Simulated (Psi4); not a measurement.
**CuH2ClO (SMILES [OH2+][Cu-][Cl]): B2PLYP/def2-SVPD (density fitting for correlation)**

What is the vertical singlet–triplet gap of CuH2ClO at B2PLYP/def2-SVPD (density fitting for correlation)? The job is set up through an ASE script.

Program for the calculation: Psi4 1.11.

4 further runs of the same task are left out: 3 that didn't finish, 1 set aside as unsound or not needed.

**1. The structure to begin with**

CuH2ClO has 5 atoms, charge 0, and is taken as a singlet. SMILES: `[OH2+][Cu-][Cl]`. Geometry: relaxed at PBE0-D4/def2-TZVP. This is one conformer, not always the lowest.

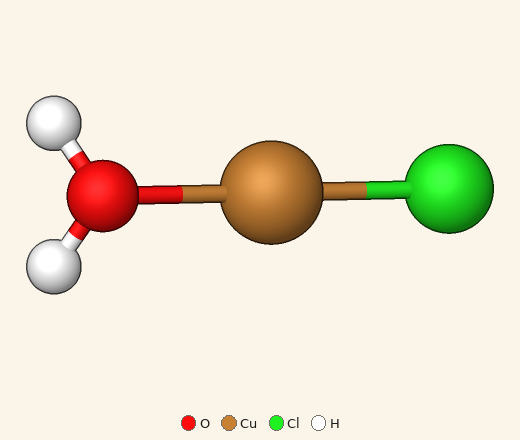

Viewed from a chosen angle; oxygen red, copper orange, chlorine green, hydrogen white.

**2. A single-point energy at B2PLYP/def2-SVPD (density fitting for correlation)**

run_ase.py

```python
import numpy as np
from ase.calculators.psi4 import Psi4
from ase import Atoms

mol = Atoms(['O', 'Cu', 'Cl', 'H', 'H'], positions=[
    [-0.651300, 0.716900, -0.357000],
    [0.713600, -0.423800, 0.458100],
    [2.150600, -1.649200, 1.309900],
    [-1.560200, 0.489100, -0.137400],
    [-0.602700, 0.793300, -1.315100],
])
calc = Psi4(atoms=mol, method='b2plyp', basis='def2-SVPD', memory='1600MB', num_threads=1, charge=0, multiplicity=1, label='clcuh2o', reference='rks')
calc.psi4.set_options({'puream': True, 'e_convergence': 1e-09, 'd_convergence': 1e-08, 'scf_type': 'pk', 'dft_radial_points': 99, 'dft_spherical_points': 590, 'num_frozen_docc': 11})
mol.calc = calc

print(f'energy: {mol.get_potential_energy():.6f} eV')
```

Run with:

```bash
$ python run_ase.py
```

clcuh2o.dat (excerpt; [...] marks lines left out):

```text
[...]
  Running in c1 symmetry.
[...]
  Nuclear repulsion =  231.825758358598478
[...]
  Multiplicity = 1
[...]
  Nalpha       = 28
  Nbeta        = 28
[...]
    Number of basis functions: 100
[...]
   @RKS iter   1: -2173.77105649341820   -7.28703e-01   2.23114e-02 ADIIS/DIIS
[...]
   @RKS iter  14: -2176.03954056025077   -1.04592e-11   3.85710e-09 DIIS
[...]
    Orbital Energies [Eh]
    ---------------------
    Doubly Occupied:
       1A   -325.449156     2A   -102.802237     3A    -39.669403
       4A    -34.717269     5A    -34.716580     6A    -34.716490
       7A    -19.852668     8A     -9.831980     9A     -7.475985
      10A     -7.473254    11A     -7.473216    12A     -4.601735
      13A     -3.025855    14A     -3.018349    15A     -3.017333
      16A     -1.249755    17A     -0.835119    18A     -0.722561
      19A     -0.609826    20A     -0.523024    21A     -0.389948
      22A     -0.387723    23A     -0.384069    24A     -0.371757
      25A     -0.371731    26A     -0.306801    27A     -0.296236
      28A     -0.295339
[...]
  @RKS Final Energy: -2176.03954056025077
   => Energetics <=
    Nuclear Repulsion Energy =            231.8257583585984776
    One-Electron Energy =               -3491.1341916298647448
    Two-Electron Energy =                1133.2172287021533066
    DFT Exchange-Correlation Energy =     -49.9483359911380447
    Empirical Dispersion Energy =           0.0000000000000000
    VV10 Nonlocal Energy =                  0.0000000000000000
    Total Energy =                      -2176.0395405602512255
[...]
 Multipole Moments:
 ------------------------------------------------------------------------------------
     Multipole            Electronic (a.u.)      Nuclear  (a.u.)        Total (a.u.)
 ------------------------------------------------------------------------------------
 L = 1.  Multiply by 2.5417464519 to convert [e a0] to [Debye]
 Dipole X            :          1.2913157           -3.8973649           -2.6060492
 Dipole Y            :         -0.7814752            2.4084058            1.6269306
 Dipole Z            :          0.8480861           -2.5466230           -1.6985369
 Magnitude           :                                                    3.5104734
[...]
```

Standard output:

```text
energy: -59219.927180 eV
```

Wall time 12 s (1 thread of Intel Xeon 6975P-C (Granite Rapids), shared host); peak memory 0.77 GiB.

**3. The triplet**

run.py

```python
import numpy as np
from ase.calculators.psi4 import Psi4
from ase import Atoms

a = Atoms(['O', 'Cu', 'Cl', 'H', 'H'], positions=[
    [-0.651300, 0.716900, -0.357000],
    [0.713600, -0.423800, 0.458100],
    [2.150600, -1.649200, 1.309900],
    [-1.560200, 0.489100, -0.137400],
    [-0.602700, 0.793300, -1.315100],
])
calc = Psi4(atoms=a, method='b2plyp', basis='def2-SVPD', memory='1600MB', num_threads=1, charge=0, multiplicity=3, label='psi4-calc', reference='uks')
calc.psi4.set_options({'puream': True, 'e_convergence': 1e-09, 'd_convergence': 1e-08, 'scf_type': 'pk', 'dft_radial_points': 99, 'dft_spherical_points': 590, 'num_frozen_docc': 11, 'maxiter': 200})
a.calc = calc

print(f'energy: {a.get_potential_energy():.6f} eV')
```

Run with:

```bash
$ python run.py
```

psi4-calc.dat (excerpt; [...] marks lines left out):

```text
[...]
  Running in c1 symmetry.
[...]
  Nuclear repulsion =  231.825758358598478
[...]
  Multiplicity = 3
[...]
  Nalpha       = 29
  Nbeta        = 27
[...]
    Number of basis functions: 100
[...]
   @UKS iter   1: -2173.29669050253597   -2.54337e-01   2.30162e-02 ADIIS/DIIS
[...]
   @UKS iter  30: -2175.90037931790857    1.36424e-11   7.91336e-09 DIIS
[...]
   @S^2 Observed:                2.004423178E+00
[...]
    Orbital Energies [Eh]
    ---------------------
    Alpha Occupied:
       1A   -325.719552     2A   -102.859946     3A    -39.960889
       4A    -35.019911     5A    -35.017320     6A    -34.979900
       7A    -19.841000     8A     -9.891667     9A     -7.535912
      10A     -7.534474    11A     -7.531561    12A     -4.886338
      13A     -3.329569    14A     -3.325271    15A     -3.251013
      16A     -1.250569    17A     -0.909468    18A     -0.716537
      19A     -0.698385    20A     -0.678787    21A     -0.617609
      22A     -0.615859    23A     -0.614846    24A     -0.576655
      25A     -0.513180    26A     -0.420683    27A     -0.373035
      28A     -0.364585    29A     -0.160529
    Alpha Virtual:
[...]
  @UKS Final Energy: -2175.90037931790857
   => Energetics <=
    Nuclear Repulsion Energy =            231.8257583585984776
    One-Electron Energy =               -3483.2554321624006661
    Two-Electron Energy =                1125.3582846873052858
    DFT Exchange-Correlation Energy =     -49.8289902014114716
    Empirical Dispersion Energy =           0.0000000000000000
    VV10 Nonlocal Energy =                  0.0000000000000000
    Total Energy =                      -2175.9003793179085733
[...]
 Multipole Moments:
 ------------------------------------------------------------------------------------
     Multipole            Electronic (a.u.)      Nuclear  (a.u.)        Total (a.u.)
 ------------------------------------------------------------------------------------
 L = 1.  Multiply by 2.5417464519 to convert [e a0] to [Debye]
 Dipole X            :          2.6205568           -3.8973649           -1.2768080
 Dipole Y            :         -1.5038921            2.4084058            0.9045137
 Dipole Z            :          1.7420966           -2.5466230           -0.8045264
 Magnitude           :                                                    1.7594450
[...]
```

The script printed:

```text
energy: -59215.371727 eV
```

Run time: 29 s. Hardware: 1 thread of Intel Xeon 6975P-C (Granite Rapids), shared host; peak memory 0.77 GiB.

**4. Summary of results**

Level: B2PLYP/def2-SVPD (density fitting for correlation), 11 core orbitals frozen.

```
                                                         quantity           value
                                            singlet: total energy  -2176.29220 Eh
                       singlet: HOMO energy (SCF part's orbitals)        -8.04 eV
                       singlet: LUMO energy (SCF part's orbitals)        -0.82 eV
                     singlet: HOMO–LUMO gap (SCF part's orbitals)         7.22 eV
                                            triplet: total energy  -2176.12479 Eh
triplet: HOMO energy (SCF part's orbitals) (highest over α and β)        -4.37 eV
 triplet: LUMO energy (SCF part's orbitals) (lowest over α and β)        -2.93 eV
                                                    triplet: ⟨S²⟩           2.004
                 vertical energy of the triplet above the singlet        4.555 eV
```

**Reading.** At this shape the triplet lies 4.56 eV (440 kJ/mol) above the singlet.
